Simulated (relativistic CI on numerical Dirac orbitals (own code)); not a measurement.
**Hg⁴⁺: relativistic CI calculation**

Hg⁴⁺. Computed at this level: Dirac-Coulomb-Breit CI, KLI orbitals optimised for each configuration, model QED (radiative potential, 1s self-energy scaled to tabulated hydrogen-like ionisation energies), valence Slater integrals scaled by 0.85, self-excluded LDA correlation energy added to each configuration (relativistic CI on numerical Dirac orbitals, in-house).

### Input
```
atom Hg  Z=80  charge=4  electrons=76
nucleus A=202  rms_radius_fm=5.4648
hamiltonian dirac-coulomb  breit=on  qed=on  c_scale=1
orbitals kli  potential=per-configuration
slater_scale 0.85
correlation lda-sx
mixing on
configurations
  [Xe] 4f14 5d8
  [Xe] 4f14 5d7 6s
  [Xe] 4f14 5d7 5f
  [Xe] 4f14 5d7 6p
  [Xe] 4f14 5d6 6s2
  [Xe] 4f14 5d7 5g
  [Xe] 4f14 5d7 7s
  [Xe] 4f14 5d7 6d
  [Xe] 4f14 5d6 6s 6p
  [Kr] 4d10 4f14 5s2 5p5 5d9
  [Xe] 4f14 5d7 7p
  [Xe] 4f14 5d7 7d
  [Xe] 4f14 5d7 6f
  [Xe] 4f14 5d6 6p2
  [Xe] 4f14 5d7 7f
  [Kr] 4d10 4f14 5s2 5p4 5d10
end
```

The run was one of a batch that the task file lists, launched with:
```bash
python <driver script> task.json out
```

The program writes its results to a structured record and prints no log; tables and figures of this report are taken from that record.

### The lowest 30 levels

```tsv
Configuration	Level	E (cm⁻¹)	LS purity (%)	Landé g	Lifetime (s; – stable or not computed)
5d⁸	³F₄	0	95	1.238	–
5d⁸	[(5d₅/₂)⁴] J = 2	7,358	48	1.108	6.8×10²
5d⁸	³F₃	14,170	100	1.083	1.4×10⁻²
5d⁸	³P₀	20,030	77	–	8.4×10⁰
5d⁸	[(5d₃/₂)³ (5d₅/₂)⁵] J = 2	21,080	50	1.101	2.3×10⁻²
5d⁸	³P₁	25,270	99	1.501	2.2×10⁻²
5d⁸	¹G₄	29,450	94	1.012	2.3×10⁻²
5d⁸	[(5d₃/₂)²] J = 2	35,120	47	0.957	6.3×10⁻³
5d⁸	¹S₀	58,980	77	–	2.1×10⁻³
5d⁷ 6s	⁵F₅	90,580	84	1.367	7.1×10⁻³
5d⁷ 6s	⁵F₄	98,340	62	1.270	8.2×10⁻⁴
5d⁷ 6s	⁵F₃	104,800	65	1.307	2.8×10⁻³
5d⁷ 6s	[(5d₅/₂)³ 6s] J = 2	105,500	32	1.335	8.4×10⁻⁴
5d⁷ 6s	[(5d₅/₂)³ 6s] J = 1	107,200	41	0.553	8.3×10⁻⁴
5d⁷ 6s	J = 2 (even, mixed)	108,800	37	1.303	1.3×10⁻³
5d⁷ 6s	[(5d₃/₂)³ (5d₅/₂)⁴ 6s] J = 4	109,100	46	1.231	2.5×10⁻⁴
5d⁷ 6s	⁵P₃	111,100	58	1.468	1.0×10⁻³
5d⁷ 6s	[(5d₃/₂)³ (5d₅/₂)⁴ 6s] J = 1	115,500	42	1.501	1.1×10⁻³
5d⁷ 6s	[(5d₃/₂)³ (5d₅/₂)⁴ 6s] J = 5	116,900	58	1.179	4.2×10⁻⁴
5d⁷ 6s	[(5d₃/₂)³ (5d₅/₂)⁴ 6s] J = 3	118,400	53	1.214	2.2×10⁻⁴
5d⁷ 6s	[(5d₃/₂)³ (5d₅/₂)⁴ 6s] J = 4	120,600	35	1.029	3.1×10⁻⁴
5d⁷ 6s	[(5d₃/₂)³ (5d₅/₂)⁴ 6s] J = 2	120,800	46	1.030	1.9×10⁻⁴
5d⁷ 6s	[(5d₃/₂)³ (5d₅/₂)⁴ 6s] J = 1	123,000	32	1.457	2.1×10⁻⁴
5d⁷ 6s	³P₂	123,000	56	1.384	1.6×10⁻⁴
5d⁷ 6s	³H₆	123,900	100	1.166	3.4×10⁻⁴
5d⁷ 6s	³P₀	126,800	99	–	2.4×10⁻⁴
5d⁷ 6s	³G₃	127,100	74	0.852	4.2×10⁻⁴
5d⁷ 6s	[(5d₃/₂)³ (5d₅/₂)⁴ 6s] J = 5	128,000	55	1.033	3.6×10⁻⁴
5d⁷ 6s	[(5d₃/₂)³ (5d₅/₂)⁴ 6s] J = 4	129,000	35	1.053	2.5×10⁻⁴
5d⁷ 6s	[(5d₃/₂)² (5d₅/₂)⁵ 6s] J = 3	133,400	54	1.258	2.2×10⁻⁴
```

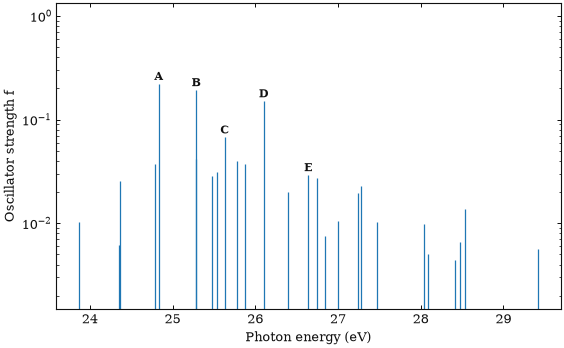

**Figure 1.** Absorption lines from the lowest level (oscillator strengths f) for Hg V (Hg⁴⁺). A: 5d⁷ 6p J = 4 (odd, mixed, level 67) ← 5d⁸ ³F₄, 24.84 eV, f = 0.22; B: 5d⁷ 6p [(5d₃/₂)³ (5d₅/₂)⁴ 6p₁/₂] J = 5 ← 5d⁸ ³F₄, 25.29 eV, f = 0.19; C: 5d⁷ 6p [(5d₃/₂)³ (5d₅/₂)⁴ 6p₃/₂] J = 4 ← 5d⁸ ³F₄, 25.63 eV, f = 0.068; D: 5d⁷ 6p J = 3 (odd, mixed, level 82) ← 5d⁸ ³F₄, 26.10 eV, f = 0.15; E: 5d⁷ 6p J = 3 (odd, mixed, level 90) ← 5d⁸ ³F₄, 26.64 eV, f = 0.029. The strongest, A, lies in the extreme ultraviolet region.

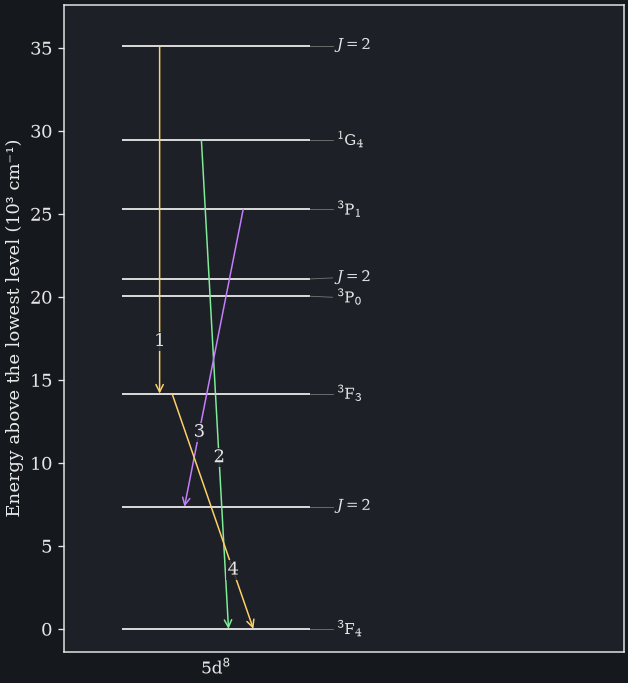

**Figure 2.** Levels of Hg⁴⁺ (mercury, Z = 80) with 4 numbered transitions. Rates are at computed energies.

| No. | Upper | Lower | Type | λ (vacuum) | A (s⁻¹) |
| --- | --- | --- | --- | --- | --- |
| 1 | 5d⁸ [(5d₃/₂)²] J = 2 | 5d⁸ ³F₃ | M1 | 477.4 nm | 120 |
| 2 | 5d⁸ ¹G₄ | 5d⁸ ³F₄ | M1 | 339.5 nm | 40 |
| 3 | 5d⁸ ³P₁ | 5d⁸ [(5d₅/₂)⁴] J = 2 | M1 | 558.4 nm | 43 |
| 4 | 5d⁸ ³F₃ | 5d⁸ ³F₄ | M1 | 705.6 nm | 70 |

Line 1 has the largest rate; it falls in the visible region.

### Key numbers

- outcome: converged
- lowest level: 5d⁸ ³F₄
- first excited level: 5d⁸ [(5d₅/₂)⁴] J = 2, 7,358 cm⁻¹
- ionisation energy: 63.450 eV
- levels computed: 2342
- SCF iterations: 156
- hardware: 1 CPU thread, shared host
- wall time: 2.9 s

### Notes

Caveats: configurations can be misplaced by up to about 7 % of their energy; only a limited list of configurations is included, so lower levels can be missing; only lines among the lowest 200 of 2342 levels are drawn.
